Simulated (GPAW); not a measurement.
# zigzag Rh chain, bond 2.823 A: a ladder in all numerical settings together

Two starts of zigzag Rh chain, bond 2.823 A are run at each rung of all numerical settings together. Which rung is enough?

Method: LDA; plane waves with GPAW's PAW setups, scalar-relativistic, in GPAW 26.7.0.

### Step 1. The structure

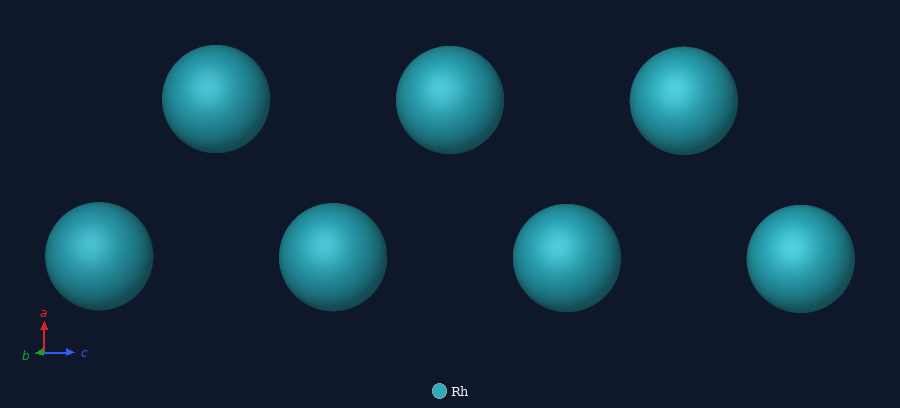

The starting structure, seen from the side, with the c axis across the page (rhodium blue). 1×1×3 cells are drawn. Some periodic images of atoms are drawn too.

The cell holds 2 atoms: 2 Rh. Cell: a = 12.000 Å, b = 12.000 Å, c = 3.388 Å, α = 90.0°, β = 90.0°, γ = 90.0°. model lattice. Vacuum lies along a and b. The structure's axis is c.

### Step 2. Rung 1 (280 eV, mesh 1×1×4), start ferro ++

Several settings change at once from rung to rung, from a quick look to a careful run; the headings and inputs name them.

File order1.py:

```python
import json
import numpy as np
from ase import Atoms
from ase.parallel import paropen, parprint
from gpaw import GPAW

atoms = Atoms(['Rh', 'Rh'],
    cell=[[12.0, 0.0, 0.0],
         [0.0, 12.0, 0.0],
         [0.0, 0.0, 3.3876]],
    scaled_positions=[[0.4059, 0.5, 0.0],
         [0.5941, 0.5, 0.5]],
    pbc=True,
    magmoms=[1.0, 1.0])
atoms.calc = GPAW(mode={'name': 'pw', 'ecut': 280},
    xc='LDA',
    kpts={'size': (1, 1, 4), 'gamma': True},
    occupations={'name': 'fermi-dirac', 'width': 0.2},
    convergence={'density': 0.001, 'energy': 1e-05},
    maxiter=200,
    symmetry={'tolerance': 1e-4},
    txt='order1.txt')
e = atoms.get_potential_energy(force_consistent=True)
res = {'free_energy': e, 'energy_sigma0': atoms.get_potential_energy(), 'fermi_energy': atoms.calc.get_fermi_level()}
res['moments'] = atoms.get_magnetic_moments().tolist()
res['total'] = atoms.get_magnetic_moment()
parprint('site moments (muB):', np.round(res['moments'], 3))
parprint(f"total moment: {res['total']:.3f} muB")
parprint(f'free energy: {e:.6f} eV')
atoms.calc.write('order1.gpw')
with paropen('results.json', 'w') as f:
    json.dump(res, f)
```

The run is started by

```console
$ OMP_NUM_THREADS=1 python3 order1.py > order1.log
```

Numbers of over 12 decimals in the logs are rounded to 6 here.

Log:

```text
site moments (muB): [1.397 1.397]
total moment: 3.145 muB
free energy: -8.217142 eV

--- order1.txt ---
Input parameters:
  mode=PW(ecut=280),
  convergence={'density': 0.001, 'energy': 1e-05},
  kpts=MonkhorstPack(size=(1, 1, 4), gamma=True),
  maxiter=200,
  occupations=Occupations(name='fermi-dirac', width=0.2),
  symmetry=Symmetry(tolerance=0.0001),
  xc=XC(name='LDA')

Diagonalizing LCAO Hamiltonian
Converting LCAO to pw mode
        .----------------------------.
       /|                            |
      / |                            |
     /  |                            |
    /   .----------------------------.
   /   /              Rh            /
  /   /                            /
 *   /                            /
 |  /           Rh               /
 | /                            /
 |/                            /
 *----------------------------*

Atoms  # Å, Bohr magnetons
|   | symbol |        x |        y |        z |    initial magnetic moments |
|---|--------|----------|----------|----------|-----------------------------|
| 0 |     Rh | 4.870800 | 6.000000 | 0.000000 | ( 0.0000,  0.0000,  1.0000) |
| 1 |     Rh | 7.129200 | 6.000000 | 1.693800 | ( 0.0000,  0.0000,  1.0000) |

Unit cell  # Å
| periodic |         x |         y |        z |   lengths |    angles |
|----------|-----------|-----------|----------|-----------|-----------|
|      yes | 12.000000 |  0.000000 | 0.000000 | 12.000000 | 90.000000 |
|      yes |  0.000000 | 12.000000 | 0.000000 | 12.000000 | 90.000000 |
|      yes |  0.000000 |  0.000000 | 3.387600 |  3.387600 | 90.000000 |

Number of symmetries: 4

BZ-sampling:
  Number of BZ points: 4
  Number of IBZ points: 3

  Monkhorst-Pack size: [1, 1, 4]
  Monkhorst-Pack shift: [0.0, 0.0, 0.125]

Plane wave coefficients: 5221
Cutoff: 280.0 eV

Spin-components: 2 (collinear spins)
Bands:           24
Projectors:      12
Spin-degeneracy: 1
Datatype:        complex128

Parallelization:
  kpt:    1
  domain: 1
  band:   1

Density:
  Valence electrons: 30.0
  Components: 2
  Grid points: [48 48 14]
  Charge: 0.0  # |e|

Potential:
  Grid points: [48 48 14]

[... setups left out ...]
Reference energy: -260018.260467  # eV

eigensolver:
  PPCG
  Converge bands: occupied
  niter=2

density mixing:
  MSR1-Mixer
  Pratt-step length: 0.05
  Maximum mixing coefficient: 0.75
  Old densities: 10
  SVD Regularization: 0.005
  Good broyden scale: 1.0
  Trust region scale: 1.0
  Backstep threshold: 4.0
  History deletion threshold: 6.0
  Fourier metric: weight=20.0, sigma=0.015

occupation numbers:
  Fermi-Dirac:
    width: 0.2000  # eV

poisson solver:
  ecut: 2240.0  # eV

xc functional:
  name: None

convergence criteria:
- Maximum integral of absolute [dens]ity change: 0.001 electrons / valence electron
- Maximum [total energy] change in last 3 cyles: 1e-05 eV / valence electron
- Maximum integral of absolute [eigenst]ate change: 4e-08 eV^2 / valence electron
maximum number of iterations: 200

SCF iterations
|iter     |      energy | eigst |  dens |  magmom |
|---------|-------------|-------|-------|---------|
|iter:   1|       0s |  -10.873128 | -0.29 |       |  +1.9905|
|iter:   2|       1s |   -9.854369 | -1.80 | -0.79 |  +1.9639|
|iter:   3|       2s |   -7.618680 | -0.36 | -0.85 |  +1.8584|
|iter:   4|       3s |   -7.581379 | -1.53 | -1.32 |  +1.8993|
|iter:   5|       3s |   -7.696903 | -1.93 | -1.54 |  +2.2363|
|iter:   6|       4s |   -7.744975 | -2.34 | -1.58 |  +2.6977|
|iter:   7|       5s |   -7.753447 | -2.71 | -1.80 |  +2.8834|
|iter:   8|       6s |   -7.769580 | -3.26 | -2.17 |  +3.1394|
|iter:   9|       6s |   -7.765897 | -3.98 | -2.39 |  +3.0866|
|iter:  10|       7s |   -7.772416 | -4.31 | -2.83 |  +3.2088|
|iter:  11|       8s |   -7.771200 | -4.83 | -2.76 |  +3.1806|
|iter:  12|       9s |   -7.768349 | -4.84 | -2.50 |  +3.1331|
|iter:  13|       9s |   -7.769195 | -5.70 | -3.53c|  +3.1477|
|iter:  14|      10s |   -7.768968 | -6.16 | -4.04c|  +3.1433|
|iter:  15|      11s |   -7.769068c| -6.56 | -4.30c|  +3.1448|
|iter:  16|      12s |   -7.769079c| -6.90 | -4.97c|  +3.1450|
|iter:  17|      12s |   -7.769080c| -7.28 | -5.36c|  +3.1450|
|iter:  18|      13s |   -7.769080c| -7.60c| -5.66c|  +3.1449|

Converged in 18 steps
Energy contributions relative to reference atoms: (reference = -260018.260467)

Energy contributions:
  Kinetic:          -9.089766
  Coulomb:           4.976615
  Zero:              0.218389
  External:          0.000000
  Xc:               -3.426257
  Entropy:          -0.896124
  Spinorbit:         0.000000
  ----------------------------
  Free energy:      -8.217142
  Extrapolated:     -7.769080

dipole moment: (0.000001, 0.000003, -10.009943)  # |e|*Ang

Total magnetic moment: (0.000000, 0.000000, 3.144943)

Local magnetic moments
|        x |        y |        z |
|----------|----------|----------|
| 0.000000 | 0.000000 | 1.396599 |  # Rh   0
| 0.000000 | 0.000000 | 1.396598 |  # Rh   1

Fermi level: -3.972
Eigenvalues  # (at kpt = [0.000, 0.000, 0.000])
| band index |      eig [eV] | occ [0-1] |      eig [eV] | occ [0-1] |
|------------|---------------|-----------|---------------|-----------|
|          0 |       -49.877 |     1.000 |       -48.881 |     1.000 |
|        ... |               |           |               |           |
|          7 |        -6.636 |     1.000 |        -5.918 |     1.000 |
|          8 |        -5.942 |     1.000 |        -5.122 |     0.997 |
|          9 |        -5.821 |     1.000 |        -4.962 |     0.993 |
|         10 |        -5.275 |     0.999 |        -4.478 |     0.926 |
|         11 |        -5.079 |     0.996 |        -4.148 |     0.706 |
|         12 |        -4.987 |     0.994 |        -4.143 |     0.702 |
|         13 |        -4.940 |     0.992 |        -3.972 |     0.500 |
|         14 |        -4.909 |     0.991 |        -3.963 |     0.489 |
|         15 |        -4.654 |     0.968 |        -3.690 |     0.197 |
|         16 |        -4.134 |     0.692 |        -3.202 |     0.021 |
|         17 |        -3.375 |     0.048 |        -2.938 |     0.006 |
|         18 |        -1.447 |     0.000 |        -1.239 |     0.000 |
|         19 |        -0.802 |     0.000 |        -0.616 |     0.000 |
|         20 |         0.713 |     0.000 |         0.902 |     0.000 |
|         21 |         0.866 |     0.000 |         0.910 |     0.000 |
|         22 |         1.592 |     0.000 |         1.647 |     0.000 |
|         23 |         1.735 |     0.000 |         1.770 |     0.000 |

No gap
No difference between direct/indirect transitions
```

The job ended after 16 s (1 MPI rank of Intel Xeon Platinum 8488C (Sapphire Rapids), shared host; peak memory 0.21 GiB).

Spin moment in the augmentation sphere by atom:

```tsv
atom	spin moment in the augmentation sphere (μB)
Rh1	1.40
Rh2	1.40
```

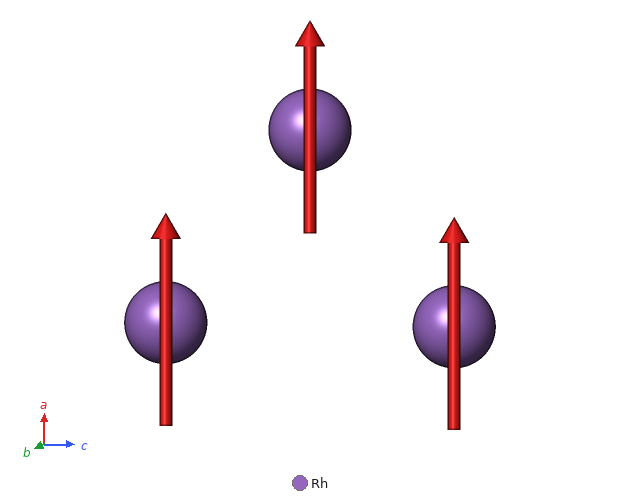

Spin moment in the augmentation sphere as arrows, the longest 1.40 μB. Up and down stand for the sign. Arrows give size and sign along the axis of quantisation, drawn up and down the page. Some periodic images of atoms are drawn too.

Read from the output:

| Quantity | Value |
| --- | --- |
| magnetization | 3.145 μB |
| final state | ferromagnetic |

After 18 cycles the largest moment stands at 1.40 μB.

### Step 3. Rung 1 (280 eV, mesh 1×1×4), start antiferro +-

The second start gives the energy difference between the two end states, the quantity that is followed up the ladder.

order2.py is the script of step 2 with these lines changed:

```diff
@@ -13,3 +13,3 @@
     pbc=True,
-    magmoms=[1.0, 1.0])
+    magmoms=[1.0, -1.0])
 atoms.calc = GPAW(mode={'name': 'pw', 'ecut': 280},
@@ -21,3 +21,3 @@
     symmetry={'tolerance': 1e-4},
-    txt='order1.txt')
+    txt='order2.txt')
 e = atoms.get_potential_energy(force_consistent=True)
@@ -29,3 +29,3 @@
 parprint(f'free energy: {e:.6f} eV')
-atoms.calc.write('order1.gpw')
+atoms.calc.write('order2.gpw')
 with paropen('results.json', 'w') as f:
```

The run is started by

```console
$ OMP_NUM_THREADS=1 python3 order2.py > order2.log
```

Log:

```text
site moments (muB): [ 0.548 -0.548]
total moment: 0.000 muB
free energy: -8.074743 eV

--- order2.txt ---
Input parameters:
  mode=PW(ecut=280),
  convergence={'density': 0.001, 'energy': 1e-05},
  kpts=MonkhorstPack(size=(1, 1, 4), gamma=True),
  maxiter=200,
  occupations=Occupations(name='fermi-dirac', width=0.2),
  symmetry=Symmetry(tolerance=0.0001),
  xc=XC(name='LDA')

Diagonalizing LCAO Hamiltonian
Converting LCAO to pw mode
        .----------------------------.
       /|                            |
      / |                            |
     /  |                            |
    /   .----------------------------.
   /   /              Rh            /
  /   /                            /
 *   /                            /
 |  /           Rh               /
 | /                            /
 |/                            /
 *----------------------------*

Atoms  # Å, Bohr magnetons
|   | symbol |        x |        y |        z |    initial magnetic moments |
|---|--------|----------|----------|----------|-----------------------------|
| 0 |     Rh | 4.870800 | 6.000000 | 0.000000 | ( 0.0000,  0.0000,  1.0000) |
| 1 |     Rh | 7.129200 | 6.000000 | 1.693800 | ( 0.0000,  0.0000, -1.0000) |

Number of symmetries: 4

BZ-sampling:
  Number of BZ points: 4
  Number of IBZ points: 3

  Monkhorst-Pack size: [1, 1, 4]
  Monkhorst-Pack shift: [0.0, 0.0, 0.125]

Plane wave coefficients: 5221
Cutoff: 280.0 eV

Spin-components: 2 (collinear spins)
Bands:           22
Projectors:      12
Spin-degeneracy: 1
Datatype:        complex128

Parallelization:
  kpt:    1
  domain: 1
  band:   1

Density:
[...]
|iter:  15|      10s |   -7.465267 | -6.22 | -3.63c|  +0.0000|
|iter:  16|      10s |   -7.465207 | -6.90 | -3.93c|  +0.0000|
|iter:  17|      11s |   -7.465124c| -7.36 | -4.37c|  +0.0000|
|iter:  18|      12s |   -7.465077c| -7.59c| -4.78c|  +0.0000|

Converged in 18 steps
Energy contributions relative to reference atoms: (reference = -260018.260467)

Energy contributions:
  Kinetic:         -10.635611
  Coulomb:           6.390779
  Zero:              0.219873
  External:          0.000000
  Xc:               -2.830453
  Entropy:          -1.219332
  Spinorbit:         0.000000
  ----------------------------
  Free energy:      -8.074743
  Extrapolated:     -7.465077

dipole moment: (-0.000001, 0.000003, -10.008591)  # |e|*Ang

Total magnetic moment: (0.000000, 0.000000, 0.000044)

Local magnetic moments
|        x |        y |         z |
|----------|----------|-----------|
| 0.000000 | 0.000000 |  0.547581 |  # Rh   0
| 0.000000 | 0.000000 | -0.547543 |  # Rh   1

Fermi level: -4.108
Eigenvalues  # (at kpt = [0.000, 0.000, 0.000])
| band index |      eig [eV] | occ [0-1] |      eig [eV] | occ [0-1] |
|------------|---------------|-----------|---------------|-----------|
|          0 |       -49.501 |     1.000 |       -49.501 |     1.000 |
|        ... |               |           |               |           |
|          7 |        -6.284 |     1.000 |        -6.284 |     1.000 |
|          8 |        -5.582 |     0.999 |        -5.582 |     0.999 |
|          9 |        -5.386 |     0.998 |        -5.386 |     0.998 |
|         10 |        -4.918 |     0.983 |        -4.917 |     0.983 |
[...]
|         18 |        -1.325 |     0.000 |        -1.325 |     0.000 |
|         19 |        -0.709 |     0.000 |        -0.709 |     0.000 |
|         20 |         0.821 |     0.000 |         0.821 |     0.000 |
|         21 |         0.893 |     0.000 |         0.893 |     0.000 |

No gap
No difference between direct/indirect transitions
```

The job ended after 15 s (1 MPI rank; peak memory 0.21 GiB).

Spin moment in the augmentation sphere by atom:

```tsv
atom	spin moment in the augmentation sphere (μB)
Rh1	0.548
Rh2	-0.548
```

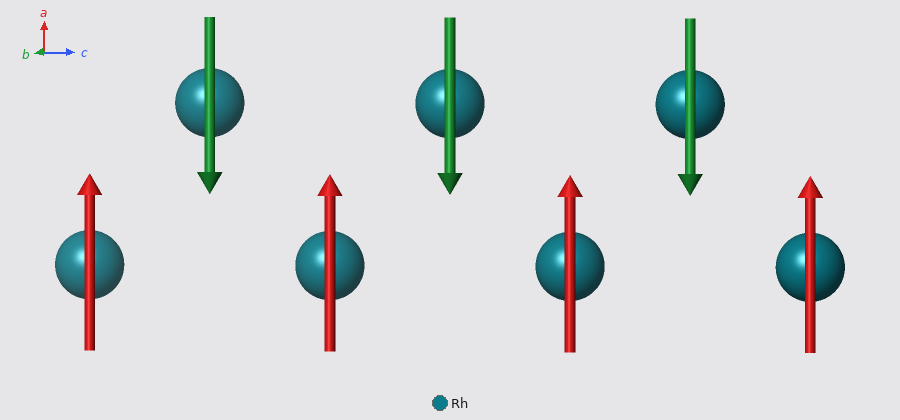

Spin moment in the augmentation sphere as arrows, the longest 0.548 μB. Up and down stand for the sign. Arrows give size and sign along the axis of quantisation, drawn up and down the page. The two directions have two colours. 1×1×3 cells are drawn. Some periodic images of atoms are drawn too.

This step gave:

| Item | Value |
| --- | --- |
| magnetization | 0 μB |
| final state | antiferromagnetic |

This start lies +71.2 meV a seeded atom from the first; its largest moment is 0.548 μB.

### Step 4. Rung 2 (380 eV, mesh 1×1×6), start ferro ++

order1.py is the script of step 2 with these lines changed:

```diff
@@ -14,6 +14,6 @@
     magmoms=[1.0, 1.0])
-atoms.calc = GPAW(mode={'name': 'pw', 'ecut': 280},
+atoms.calc = GPAW(mode={'name': 'pw', 'ecut': 380},
     xc='LDA',
-    kpts={'size': (1, 1, 4), 'gamma': True},
-    occupations={'name': 'fermi-dirac', 'width': 0.2},
+    kpts={'size': (1, 1, 6), 'gamma': True},
+    occupations={'name': 'fermi-dirac', 'width': 0.15},
     convergence={'density': 0.001, 'energy': 1e-05},
```

The run is started by

```console
$ OMP_NUM_THREADS=1 python3 order1.py > order1.log
```

Log:

```text
site moments (muB): [1.493 1.493]
total moment: 3.386 muB
free energy: -8.638251 eV

--- order1.txt ---
Input parameters:
  mode=PW(ecut=380),
  convergence={'density': 0.001, 'energy': 1e-05},
  kpts=MonkhorstPack(size=(1, 1, 6), gamma=True),
  maxiter=200,
  occupations=Occupations(name='fermi-dirac', width=0.15),
  symmetry=Symmetry(tolerance=0.0001),
  xc=XC(name='LDA')

Diagonalizing LCAO Hamiltonian
[...]
|         10 |        -5.237 |     1.000 |        -4.407 |     0.969 |
|         11 |        -5.051 |     1.000 |        -4.057 |     0.754 |
[...]
|         20 |         0.715 |     0.000 |         0.920 |     0.000 |
|         21 |         0.869 |     0.000 |         0.923 |     0.000 |
|         22 |         1.594 |     0.000 |         1.658 |     0.000 |
|         23 |         1.798 |     0.000 |         1.775 |     0.000 |

No gap
No difference between direct/indirect transitions


[key lines of the parts left out:]
Free energy:      -8.638251
Converged in 17 steps
dipole moment: (0.000003, 0.000003, -10.000900)  # |e|*Ang
Fermi level: -3.888
```

Wall time 26 s (1 MPI rank); peak memory 0.27 GiB.

Numbers from this step:

- magnetization: 3.386 μB
- final state: ferromagnetic
- largest moment: 1.493 μB

The largest moment moves by +0.10 μB from rung 1, at 1.6 times its CPU time.

### Step 5. Rung 2 (380 eV, mesh 1×1×6), start antiferro +-

order2.py is the script of step 3 with these lines changed:

```diff
@@ -14,6 +14,6 @@
     magmoms=[1.0, -1.0])
-atoms.calc = GPAW(mode={'name': 'pw', 'ecut': 280},
+atoms.calc = GPAW(mode={'name': 'pw', 'ecut': 380},
     xc='LDA',
-    kpts={'size': (1, 1, 4), 'gamma': True},
-    occupations={'name': 'fermi-dirac', 'width': 0.2},
+    kpts={'size': (1, 1, 6), 'gamma': True},
+    occupations={'name': 'fermi-dirac', 'width': 0.15},
     convergence={'density': 0.001, 'energy': 1e-05},
```

The run is started by

```console
$ OMP_NUM_THREADS=1 python3 order2.py > order2.log
```

Log:

```text
site moments (muB): [ 0.597 -0.596]
total moment: 0.000 muB
free energy: -8.429291 eV

--- order2.txt ---
Input parameters:
  mode=PW(ecut=380),
  convergence={'density': 0.001, 'energy': 1e-05},
  kpts=MonkhorstPack(size=(1, 1, 6), gamma=True),
  maxiter=200,
  occupations=Occupations(name='fermi-dirac', width=0.15),
  symmetry=Symmetry(tolerance=0.0001),
  xc=XC(name='LDA')

Diagonalizing LCAO Hamiltonian
[...]
|          9 |        -5.254 |     1.000 |        -5.254 |     1.000 |
|         10 |        -4.810 |     0.996 |        -4.810 |     0.996 |
[...]
|         18 |        -1.293 |     0.000 |        -1.293 |     0.000 |
|         19 |        -0.676 |     0.000 |        -0.676 |     0.000 |
|         20 |         0.844 |     0.000 |         0.844 |     0.000 |
|         21 |         0.898 |     0.000 |         0.898 |     0.000 |

No gap
No difference between direct/indirect transitions


[key lines of the parts left out:]
Free energy:      -8.429291
Converged in 17 steps
dipole moment: (-0.000002, 0.000003, -9.987654)  # |e|*Ang
Fermi level: -3.988
```

Elapsed: 24 s, on 1 MPI rank; peak memory 0.27 GiB.

Read from the output:

* magnetization: 0 μB
* final state: antiferromagnetic
* largest moment: 0.5965 μB

This start lies +104.5 meV a seeded atom from the first, a change of +33.3 meV since rung 1; its largest moment is 0.597 μB.

### Step 6. Rung 3 (500 eV, mesh 1×1×8), start ferro ++

order1.py is the script of step 4 with these lines changed:

```diff
@@ -14,6 +14,6 @@
     magmoms=[1.0, 1.0])
-atoms.calc = GPAW(mode={'name': 'pw', 'ecut': 380},
+atoms.calc = GPAW(mode={'name': 'pw', 'ecut': 500},
     xc='LDA',
-    kpts={'size': (1, 1, 6), 'gamma': True},
-    occupations={'name': 'fermi-dirac', 'width': 0.15},
+    kpts={'size': (1, 1, 8), 'gamma': True},
+    occupations={'name': 'fermi-dirac', 'width': 0.1},
     convergence={'density': 0.001, 'energy': 1e-05},
```

The run is started by

```console
$ OMP_NUM_THREADS=1 python3 order1.py > order1.log
```

Log:

```text
site moments (muB): [1.473 1.473]
total moment: 3.223 muB
free energy: -8.633177 eV

--- order1.txt ---
Input parameters:
  mode=PW(ecut=500),
  convergence={'density': 0.001, 'energy': 1e-05},
  kpts=MonkhorstPack(size=(1, 1, 8), gamma=True),
  maxiter=200,
  occupations=Occupations(name='fermi-dirac', width=0.1),
  symmetry=Symmetry(tolerance=0.0001),
  xc=XC(name='LDA')

Diagonalizing LCAO Hamiltonian
[...]
|         10 |        -5.184 |     1.000 |        -4.403 |     0.995 |
|         11 |        -5.011 |     1.000 |        -4.033 |     0.844 |
[...]
|         20 |         0.737 |     0.000 |         0.911 |     0.000 |
|         21 |         0.876 |     0.000 |         0.917 |     0.000 |
|         22 |         1.596 |     0.000 |         1.650 |     0.000 |
|         23 |         1.803 |     0.000 |         1.770 |     0.000 |

No gap
No difference between direct/indirect transitions


[key lines of the parts left out:]
Free energy:      -8.633177
Converged in 17 steps
dipole moment: (0.000003, 0.000003, -9.993312)  # |e|*Ang
Fermi level: -3.864
```

Run time: 54 s. Hardware: 1 MPI rank; peak memory 0.36 GiB.

This step gave:

```yaml
magnetization: 3.223 μB
final_state: ferromagnetic
largest_moment: 1.473 μB
```

The largest moment moves by -0.02 μB from rung 2, at 2.1 times its CPU time.

(Part 1 of 2 ends here.)

[Logs and program files are shortened in this print: banners, set-up blocks, solver, clock and traceback lines can be left out without a mark of their own.]

[Logs are printed without paths, hosts, clocks, repeated set-up lines and the standing remarks that a program may print on its own settings, such as how far it seeks lower states.]

[Hosts, paths, dates, database ids (printed as entryN), source tags and the programs' standing remarks are cut or masked in the printed files.]

[Where a cell is said to come from a database of computed structures, the database is the Materials Project.]
